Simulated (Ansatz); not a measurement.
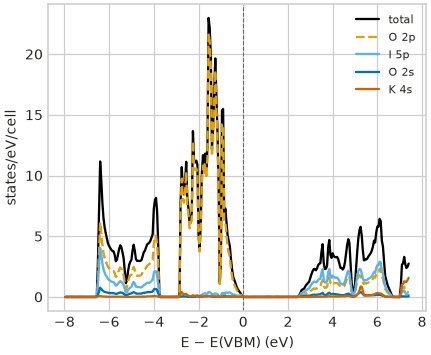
*Total and projected density of states of KIO₃ in space group R3c (No. 161; K on 6a, I on 6a, O on 18b), plane-wave PAW PBEsol (Ansatz code)*

Task: Which orbitals carry the states next to the gap?

Result: Top 1 eV of the valence band: O 2p 86 %, I 5p 5 %, I 5s 5 %. Bottom 1 eV of the conduction band: I 5p 55 %, O 2p 30 %, O 2s 8 %, outside the projected shells 6 %. Projections are on Löwdin-orthogonalised atomic valence shells; empty p or d shells of many metals are not among them.

Task: Where is the tallest occupied peak in this window, and what makes it?

Result: Near -1.5 eV, about 23 states/eV per cell; the largest projected share is O 2p.

The workflow started from a Materials Project entry (that database holds measured and hypothetical structures alike); the Crystallography Open Database copy checked does not list it. COD files the formula under space group No. 1, 160, so this cell is another polymorph or a model. Whether it is the stable phase at ambient conditions was not checked. Symmetry was held in the PBEsol relaxation; whether a distortion lowers the energy is not shown. Scalar-relativistic: spin–orbit coupling is off unless named, which matters more the heavier the elements.

Potentials: the later of the program's two PAW sets.
